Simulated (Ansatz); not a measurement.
# BF₂GaH₂: what the fields show

```yaml
atoms:
  - { symbol: B, position_ang: [-0.0418, 0.1763, -0.4756] }
  - { symbol: F, position_ang: [-0.3538, -0.5202, 0.8201] }
  - { symbol: F, position_ang: [1.3411, 0.6341, -0.1021] }
  - { symbol: Ga, position_ang: [1.4303, -0.1518, 1.8194] }
  - { symbol: H, position_ang: [0.0283, -0.6408, -1.3697] }
  - { symbol: H, position_ang: [-0.7678, 1.1398, -0.6041] }
```

Geometry: PBE0-D3(BJ)/def2-SVP.

Theory: isolated molecule in a Gaussian basis; Kohn-Sham density functional theory, functional PBE0 (Ansatz 0.2.0).

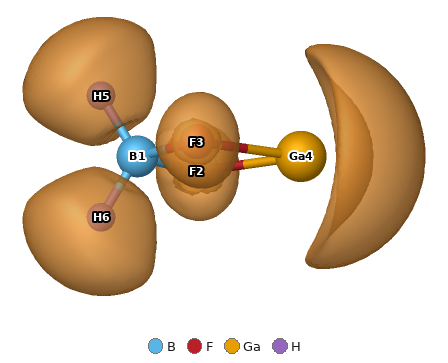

Figure 1. Isosurface of the ELF at 0.75 (orange), seen from one side. Only the valence region is drawn (cores and ρ < 0.01 e/Å³ removed).

Identify the bonds, lone pairs and shells in this picture.

Answer. The ELF exceeds this value in two regions around hydrogen nuclei, two regions on F in which the atom's valence shell and bonds are merged and one lobe on Ga, pointing away from the bonds (lone pairs). Along the contacts the grid gives the following. B–F (1.50 Å): the ELF peaks at about 0.85 between the atoms, as expected for a polar covalent bond. Ga–F (2.08 Å): the ELF is about 0.15 at the midpoint.

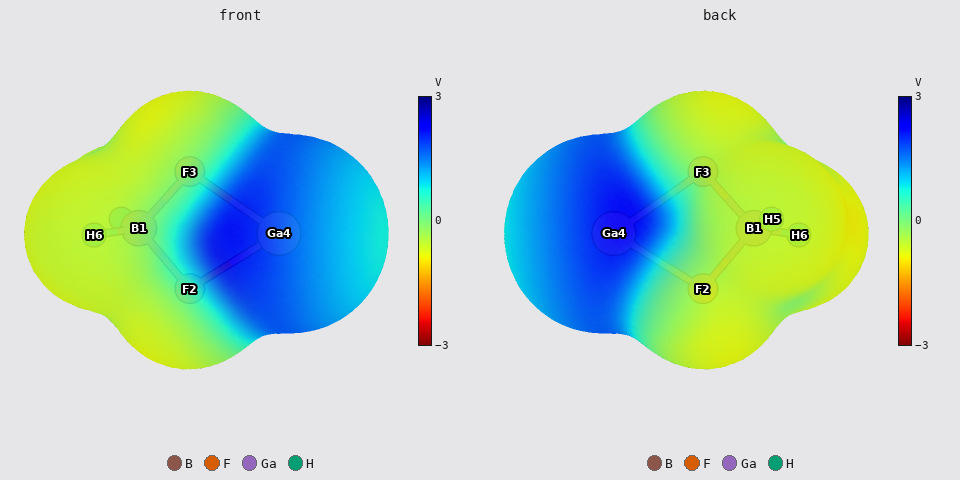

Figure 2. The molecular electrostatic potential painted on the density surface at 0.002 e/bohr³, seen from the front and from behind; the colour scale runs from red (negative) to blue (positive).

Which sites attract a positive test charge, and which a negative one?

Answer. A positive charge is drawn to the negative regions and a negative charge to the positive ones. The most negative region (about −0.9 V) lies over H5, the most positive (about +2.3 V) over Ga4.

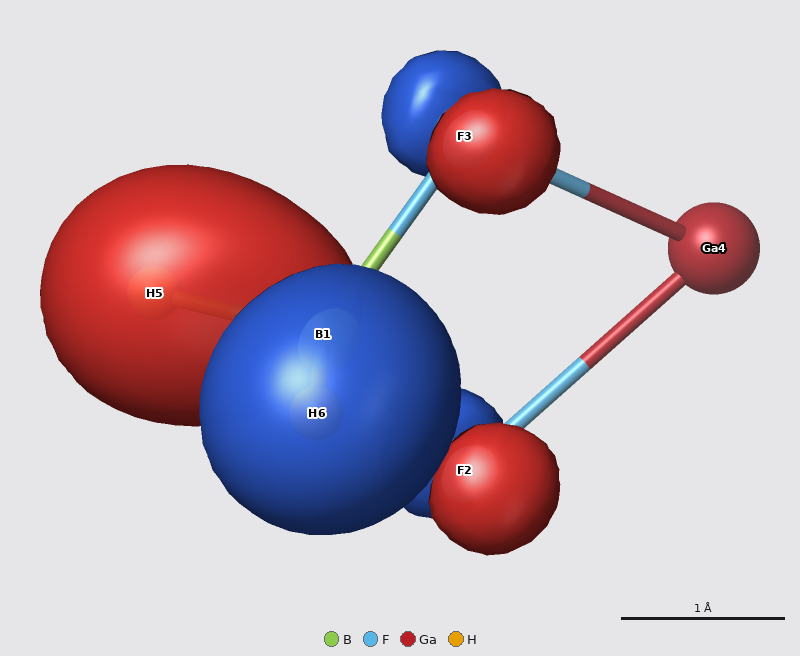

Figure 3. The HOMO at ±0.2 Å⁻³ᐟ² (red and blue are the two phases), seen at a tilt.

Where does this orbital lie, and at what energy?

Answer. By Hirshfeld shares it lies mainly on B1 (about 35 %), H5 (about 25 %), H6 (about 25 %), F2 (about 10 %) and F3 (about 10 %). Its energy is −8.19 eV.
